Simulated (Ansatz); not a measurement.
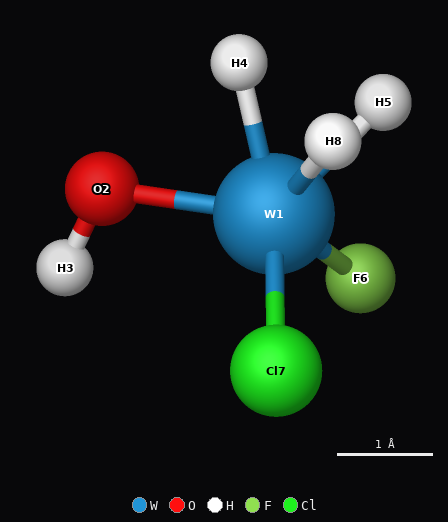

The input geometry (ball-and-stick view, seen at a tilt; atoms are numbered from 1 in the order of the input). Sticks mark near contacts.

## Nudged elastic band of WH4ClOF (part 1 of 2)

System: WH4ClOF.
Method: RKS PBE0/def2-SVP (Ansatz 0.2.0).

The run did not end well. It belongs to a series of runs on one base structure; here: band between the two ends.

**Input file**
```yaml
crystal:
  periodic: [false, false, false]
  atoms:
    - { symbol: W, position_ang: [-0.066263, -0.15009, 0.250855] }
    - { symbol: O, position_ang: [0.634849, -0.029732, 2.009212] }
    - { symbol: H, position_ang: [0.093096, -0.547146, 2.63119] }
    - { symbol: H, position_ang: [1.296276, 0.79706, 0.175144] }
    - { symbol: H, position_ang: [-0.032963, 1.163159, -0.77687] }
    - { symbol: F, position_ang: [-1.844107, 0.454873, 0.309618] }
    - { symbol: Cl, position_ang: [-0.141104, -2.374334, -0.299792] }
    - { symbol: H, position_ang: [0.959016, -0.26519, -1.062156] }
basis:
  gaussian: { orbitals: def2-SVP }
hamiltonian:
  xc: pbe0
neb:
  order_check: false
  images: 5
  f_tol: 0.05
  max_iterations: 60
  final_atoms:
    - { symbol: W, position_ang: [-0.31648481, -0.25012118, -0.32487917] }
    - { symbol: O, position_ang: [0.50885764, 0.19425464, 1.8506833] }
    - { symbol: H, position_ang: [0.48478248, -0.41788536, 2.59657534] }
    - { symbol: H, position_ang: [1.29070861, 0.74595427, 1.96933749] }
    - { symbol: H, position_ang: [0.84832836, 0.82009196, -0.89345429] }
    - { symbol: F, position_ang: [-1.76269311, 0.76314402, 0.14743067] }
    - { symbol: Cl, position_ang: [0.76847713, -2.23542136, -0.23955079] }
    - { symbol: H, position_ang: [-0.9231763, -0.57141698, -1.86894154] }
  initial_path:
    images:
      - { positions_ang: [[-0.066263, -0.15009, 0.250855], [0.634849, -0.029732, 2.009212], [0.093096, -0.547146, 2.63119], [1.296276, 0.79706, 0.175144], [-0.032963, 1.163159, -0.77687], [-1.844107, 0.454873, 0.309618], [-0.141104, -2.374334, -0.299792], [0.959016, -0.26519, -1.062156]] }
      - { positions_ang: [[-0.03643291, -0.10939246, 0.16295723], [0.70953922, 0.01701945, 1.9902507], [0.04020113, -0.41952644, 2.5048161], [1.43832609, 0.54878607, 0.40926985], [-0.02180379, 1.33818817, -0.55929783], [-1.83713626, 0.28338048, 0.16527463], [-0.07580692, -2.3871487, -0.152582], [0.68191344, -0.22270658, -1.28348767]] }
      - { positions_ang: [[-0.00660282, -0.06869491, 0.07505945], [0.78422944, 0.06377089, 1.9712894], [-0.01269374, -0.29190687, 2.37844219], [1.58037617, 0.30051214, 0.6433957], [-0.01064457, 1.51321734, -0.34172566], [-1.83016553, 0.11188797, 0.02093125], [-0.01050984, -2.39996341, -0.005372], [0.40481088, -0.18022315, -1.50481933]] }
      - { positions_ang: [[0.02322727, -0.02799737, -0.01283832], [0.85891966, 0.11052234, 1.9523281], [-0.06558861, -0.16428731, 2.25206829], [1.72242626, 0.05223821, 0.87752156], [0.00051464, 1.68824651, -0.1241535], [-1.82319479, -0.05960455, -0.12341212], [0.05478725, -2.41277811, 0.14183799], [0.12770833, -0.13773973, -1.726151]] }
      - { positions_ang: [[-0.09001009, -0.10203864, -0.11685194], [0.74223232, 0.13843311, 1.9184465], [0.11786842, -0.24881999, 2.36690397], [1.57852038, 0.2834769, 1.2414602], [0.28311922, 1.39886166, -0.3805871], [-1.80302757, 0.21464497, -0.03313119], [0.29268387, -2.3536592, 0.0147084], [-0.22258655, -0.28229882, -1.77374785]] }
      - { positions_ang: [[-0.20324745, -0.17607991, -0.22086556], [0.62554498, 0.16634387, 1.8845649], [0.30132545, -0.33335267, 2.48173966], [1.43461449, 0.51471558, 1.60539884], [0.56572379, 1.10947681, -0.63702069], [-1.78286034, 0.48889449, 0.05714974], [0.5305805, -2.29454028, -0.11242119], [-0.57288142, -0.4268579, -1.82134469]] }
      - { positions_ang: [[-0.31648481, -0.25012118, -0.32487917], [0.50885764, 0.19425464, 1.8506833], [0.48478248, -0.41788536, 2.59657534], [1.29070861, 0.74595427, 1.96933749], [0.84832836, 0.82009196, -0.89345429], [-1.76269311, 0.76314402, 0.14743067], [0.76847713, -2.23542136, -0.23955079], [-0.9231763, -0.57141698, -1.86894154]] }
```

Machine: 2 threads of Arm Neoverse V2, 24 GiB of memory available, shared host.

Command:
```bash
ansatz run input.yaml --threads 2 --pin off --max-ram 3072MiB --backend cpu --events-out ev --progress --plain --runs-dir out
```

**Output**
```
Engine: ansatz 0.2.0, aarch64-unknown-linux-gnu
Functional definition: PBE0
  parameter a = 0.25
  parameter kappa = 0.804
  parameter beta = 0.06672455060314922
  exchange = (1 - a)*pbe_x(kappa = kappa, mu = beta*pi^2/3) + a*exact_x
  correlation = pbe_c(beta = beta)
1024 factors; integrals over basis functions are off by at most 3.1e-4 eV
mean field evaluation 1: about -19156.3354 eV, gradient 5.7e1 eV
mean field evaluation 2: about -19112.9154 eV, gradient 1.6e2 eV
mean field evaluation 4: about -19162.1457 eV, gradient 1.1e1 eV
mean field evaluation 8: about -19162.4060 eV, gradient 6.4e-1 eV
mean field evaluation 16: about -19162.4070 eV, gradient 1.2e-4 eV
mean field -19162.40700494 eV, -704.2054686856 hartree, gradient 4.5e-5 eV, S^2 0.000000; 0 other end points of the search recorded, 0 dependent functions left out
the calculation of the forces begins
reference -19162.40705391 eV, -704.2054704852 hartree; 26, 26 occupied and 72, 72 virtual orbitals, 1024 factors
1024 factors; integrals over basis functions are off by at most 1.0e-3 eV
mean field evaluation 32: about -19161.4697 eV, gradient 5.6e-3 eV
mean field -19161.46965343 eV, -704.1710216528 hartree, gradient 4.5e-5 eV, S^2 0.000000; 0 other end points of the search recorded, 0 dependent functions left out
[... from here on the field's lines of each further geometry are left out, up to the last ...]
NEB iter   1: max|band force component| = 7.362e0 eV/Å  barrier→ = 5.6040 eV  barrier← = 4.6666 eV  Δτ_max = 0.1978 Å  (321 SCF iters)
NEB iter   2: max|band force component| = 2.850e0 eV/Å  barrier→ = 4.2897 eV  barrier← = 3.3523 eV  Δτ_max = 0.2000 Å  (248 SCF iters)
NEB iter   3: max|band force component| = 2.071e0 eV/Å  barrier→ = 3.8334 eV  barrier← = 2.8960 eV  Δτ_max = 0.2000 Å  (206 SCF iters)
NEB iter   4: max|band force component| = 3.325e0 eV/Å  barrier→ = 4.1182 eV  barrier← = 3.1808 eV  Δτ_max = 0.1003 Å  (216 SCF iters)
NEB iter   5: max|band force component| = 1.958e0 eV/Å  barrier→ = 3.6585 eV  barrier← = 2.7211 eV  Δτ_max = 0.1007 Å  (206 SCF iters)
NEB iter   6: max|band force component| = 2.213e0 eV/Å  barrier→ = 3.1184 eV  barrier← = 2.1811 eV  Δτ_max = 0.0501 Å  (199 SCF iters)
NEB iter   7: max|band force component| = 2.318e0 eV/Å  barrier→ = 2.9909 eV  barrier← = 2.0535 eV  Δτ_max = 0.1011 Å  (201 SCF iters)
NEB iter   8: max|band force component| = 1.496e0 eV/Å  barrier→ = 2.5292 eV  barrier← = 1.5919 eV  Δτ_max = 0.2000 Å  (205 SCF iters)
NEB iter   9: max|band force component| = 5.759e0 eV/Å  barrier→ = 2.3300 eV  barrier← = 1.3927 eV  Δτ_max = 0.1019 Å  (197 SCF iters)
NEB iter  10: max|band force component| = 9.844e-1 eV/Å  barrier→ = 1.6440 eV  barrier← = 0.7066 eV  Δτ_max = 0.1875 Å  (196 SCF iters)
NEB iter  11: max|band force component| = 7.409e-1 eV/Å  barrier→ = 1.7049 eV  barrier← = 0.7676 eV  Δτ_max = 0.1944 Å  (191 SCF iters)
NEB iter  12: max|band force component| = 9.445e-1 eV/Å  barrier→ = 1.7864 eV  barrier← = 0.8491 eV  Δτ_max = 0.0997 Å  (190 SCF iters)
NEB iter  13: max|band force component| = 7.995e-1 eV/Å  barrier→ = 1.7552 eV  barrier← = 0.8178 eV  Δτ_max = 0.0999 Å  (191 SCF iters)
NEB iter  14: max|band force component| = 5.362e-1 eV/Å  barrier→ = 1.7030 eV  barrier← = 0.7657 eV  Δτ_max = 0.0991 Å  (186 SCF iters)
NEB iter  15: max|band force component| = 5.649e-1 eV/Å  barrier→ = 1.6507 eV  barrier← = 0.7133 eV  Δτ_max = 0.1923 Å  (195 SCF iters)
NEB iter  16: max|band force component| = 6.199e-1 eV/Å  barrier→ = 1.5611 eV  barrier← = 0.6237 eV  Δτ_max = 0.1933 Å  (191 SCF iters)
NEB iter  17: max|band force component| = 5.473e-1 eV/Å  barrier→ = 1.4349 eV  barrier← = 0.4975 eV  Δτ_max = 0.1941 Å  (195 SCF iters)
NEB iter  18: max|band force component| = 4.966e-1 eV/Å  barrier→ = 1.3640 eV  barrier← = 0.4266 eV  CI = image 4  Δτ_max = 0.2000 Å  (196 SCF iters)
NEB iter  19: max|band force component| = 2.571e0 eV/Å  barrier→ = 1.4081 eV  barrier← = 0.4707 eV  CI = image 2  Δτ_max = 0.2000 Å  (191 SCF iters)
NEB iter  20: max|band force component| = 1.167e0 eV/Å  barrier→ = 1.3790 eV  barrier← = 0.4417 eV  CI = image 4  Δτ_max = 0.2000 Å  (197 SCF iters)
NEB iter  21: max|band force component| = 6.554e-1 eV/Å  barrier→ = 1.3260 eV  barrier← = 0.3887 eV  CI = image 4  Δτ_max = 0.2000 Å  (195 SCF iters)
NEB iter  22: max|band force component| = 6.057e-1 eV/Å  barrier→ = 1.2794 eV  barrier← = 0.3421 eV  CI = image 4  Δτ_max = 0.2000 Å  (193 SCF iters)
NEB iter  23: max|band force component| = 7.721e-1 eV/Å  barrier→ = 1.2355 eV  barrier← = 0.2981 eV  CI = image 4  Δτ_max = 0.1003 Å  (204 SCF iters)
NEB iter  24: max|band force component| = 4.411e-1 eV/Å  barrier→ = 1.2027 eV  barrier← = 0.2654 eV  CI = image 4  Δτ_max = 0.2000 Å  (185 SCF iters)
NEB iter  25: max|band force component| = 6.761e-1 eV/Å  barrier→ = 1.1390 eV  barrier← = 0.2017 eV  CI = image 4  Δτ_max = 0.1012 Å  (204 SCF iters)
NEB iter  26: max|band force component| = 7.811e-1 eV/Å  barrier→ = 1.1218 eV  barrier← = 0.1844 eV  CI = image 4  Δτ_max = 0.1972 Å  (184 SCF iters)
NEB iter  27: max|band force component| = 1.159e0 eV/Å  barrier→ = 1.1635 eV  barrier← = 0.2261 eV  CI = image 5  Δτ_max = 0.1973 Å  (192 SCF iters)
NEB iter  28: max|band force component| = 1.110e0 eV/Å  barrier→ = 1.0872 eV  barrier← = 0.1499 eV  CI = image 4  Δτ_max = 0.2000 Å  (185 SCF iters)
NEB iter  29: max|band force component| = 7.027e-1 eV/Å  barrier→ = 1.1363 eV  barrier← = 0.1990 eV  CI = image 5  Δτ_max = 0.2000 Å  (192 SCF iters)
NEB iter  30: max|band force component| = 1.376e0 eV/Å  barrier→ = 1.0403 eV  barrier← = 0.1029 eV  CI = image 4  Δτ_max = 0.0997 Å  (196 SCF iters)
NEB iter  31: max|band force component| = 1.216e0 eV/Å  barrier→ = 1.0310 eV  barrier← = 0.0937 eV  CI = image 4  Δτ_max = 0.1985 Å  (192 SCF iters)
NEB iter  32: max|band force component| = 1.062e0 eV/Å  barrier→ = 1.1225 eV  barrier← = 0.1852 eV  CI = image 5  Δτ_max = 0.2000 Å  (189 SCF iters)
NEB iter  33: max|band force component| = 8.529e-1 eV/Å  barrier→ = 1.1342 eV  barrier← = 0.1969 eV  CI = image 4  Δτ_max = 0.1937 Å  (197 SCF iters)
NEB iter  34: max|band force component| = 1.591e0 eV/Å  barrier→ = 1.2167 eV  barrier← = 0.2793 eV  CI = image 5  Δτ_max = 0.1989 Å  (199 SCF iters)
NEB iter  35: max|band force component| = 1.996e0 eV/Å  barrier→ = 1.1613 eV  barrier← = 0.2240 eV  CI = image 4  Δτ_max = 0.1983 Å  (201 SCF iters)
NEB iter  36: max|band force component| = 1.103e0 eV/Å  barrier→ = 1.1422 eV  barrier← = 0.2049 eV  CI = image 5  Δτ_max = 0.1992 Å  (195 SCF iters)
NEB iter  37: max|band force component| = 3.049e0 eV/Å  barrier→ = 1.0977 eV  barrier← = 0.1604 eV  CI = image 4  Δτ_max = 0.1965 Å  (196 SCF iters)
NEB iter  38: max|band force component| = 2.197e0 eV/Å  barrier→ = 1.0621 eV  barrier← = 0.1248 eV  CI = image 5  Δτ_max = 0.1960 Å  (178 SCF iters)
NEB iter  39: max|band force component| = 2.318e0 eV/Å  barrier→ = 1.0452 eV  barrier← = 0.1079 eV  CI = image 4  Δτ_max = 0.1948 Å  (201 SCF iters)
NEB iter  40: max|band force component| = 4.163e0 eV/Å  barrier→ = 1.0305 eV  barrier← = 0.0932 eV  CI = image 5  Δτ_max = 0.1968 Å  (202 SCF iters)
NEB iter  41: max|band force component| = 4.175e0 eV/Å  barrier→ = 1.0505 eV  barrier← = 0.1132 eV  CI = image 5  Δτ_max = 0.1982 Å  (203 SCF iters)
NEB iter  42: max|band force component| = 5.700e-1 eV/Å  barrier→ = 1.0843 eV  barrier← = 0.1469 eV  CI = image 4  Δτ_max = 0.1337 Å  (197 SCF iters)
NEB iter  43: max|band force component| = 2.980e0 eV/Å  barrier→ = 1.0308 eV  barrier← = 0.0935 eV  CI = image 5  Δτ_max = 0.1960 Å  (188 SCF iters)
NEB iter  44: max|band force component| = 7.394e-1 eV/Å  barrier→ = 1.0496 eV  barrier← = 0.1123 eV  CI = image 4  Δτ_max = 0.1990 Å  (191 SCF iters)
NEB iter  45: max|band force component| = 1.428e0 eV/Å  barrier→ = 1.0391 eV  barrier← = 0.1017 eV  CI = image 5  Δτ_max = 0.2000 Å  (192 SCF iters)
NEB iter  46: max|band force component| = 7.689e-1 eV/Å  barrier→ = 1.0786 eV  barrier← = 0.1413 eV  CI = image 3  Δτ_max = 0.1953 Å  (200 SCF iters)
NEB iter  47: max|band force component| = 8.362e-1 eV/Å  barrier→ = 1.1971 eV  barrier← = 0.2597 eV  CI = image 3  Δτ_max = 0.1016 Å  (198 SCF iters)
NEB iter  48: max|band force component| = 1.326e0 eV/Å  barrier→ = 1.2773 eV  barrier← = 0.3399 eV  CI = image 3  Δτ_max = 0.0997 Å  (193 SCF iters)
NEB iter  49: max|band force component| = 1.740e0 eV/Å  barrier→ = 1.3824 eV  barrier← = 0.4450 eV  CI = image 3  Δτ_max = 0.1976 Å  (188 SCF iters)
NEB iter  50: max|band force component| = 2.812e0 eV/Å  barrier→ = 1.6048 eV  barrier← = 0.6675 eV  CI = image 3  Δτ_max = 0.1968 Å  (194 SCF iters)
NEB iter  51: max|band force component| = 3.649e0 eV/Å  barrier→ = 1.7418 eV  barrier← = 0.8045 eV  CI = image 3  Δτ_max = 0.2000 Å  (193 SCF iters)
NEB iter  52: max|band force component| = 4.090e0 eV/Å  barrier→ = 1.7047 eV  barrier← = 0.7673 eV  CI = image 3  Δτ_max = 0.1981 Å  (204 SCF iters)
NEB iter  53: max|band force component| = 4.508e0 eV/Å  barrier→ = 1.8262 eV  barrier← = 0.8889 eV  CI = image 3  Δτ_max = 0.1975 Å  (209 SCF iters)
NEB iter  54: max|band force component| = 4.502e0 eV/Å  barrier→ = 2.0777 eV  barrier← = 1.1404 eV  CI = image 3  Δτ_max = 0.1969 Å  (203 SCF iters)
NEB iter  55: max|band force component| = 3.651e0 eV/Å  barrier→ = 2.2761 eV  barrier← = 1.3387 eV  CI = image 3  Δτ_max = 0.1979 Å  (192 SCF iters)
NEB iter  56: max|band force component| = 2.725e0 eV/Å  barrier→ = 2.1582 eV  barrier← = 1.2209 eV  CI = image 3  Δτ_max = 0.1999 Å  (200 SCF iters)
NEB iter  57: max|band force component| = 2.266e0 eV/Å  barrier→ = 1.9342 eV  barrier← = 0.9968 eV  CI = image 3  Δτ_max = 0.2000 Å  (198 SCF iters)
NEB iter  58: max|band force component| = 1.539e0 eV/Å  barrier→ = 1.7939 eV  barrier← = 0.8565 eV  CI = image 3  Δτ_max = 0.2000 Å  (203 SCF iters)
NEB iter  59: max|band force component| = 9.719e-1 eV/Å  barrier→ = 1.8701 eV  barrier← = 0.9327 eV  CI = image 3  Δτ_max = 0.1986 Å  (195 SCF iters)
the calculation of the forces begins
reference -19161.40819153 eV, -704.1687629696 hartree; 26, 26 occupied and 72, 72 virtual orbitals, 1026 factors
these checks for a lower state are left out or cut short: starts, cluster_reference, orbital_swaps, neighbouring_geometries, increment
1024 factors; integrals over basis functions are off by at most 1.0e-3 eV
mean field -19161.49285173 eV, -704.1718741746 hartree, gradient 2.3e-5 eV, S^2 0.000000; 0 other end points of the search recorded, 0 dependent functions left out
the calculation of the forces begins
reference -19161.49289828 eV, -704.1718758854 hartree; 26, 26 occupied and 72, 72 virtual orbitals, 1024 factors
NEB iter  60: max|band force component| = 4.736e-1 eV/Å  barrier→ = 1.9529 eV  barrier← = 1.0155 eV  CI = image 3  Δτ_max = 0.1265 Å  (205 SCF iters)
```
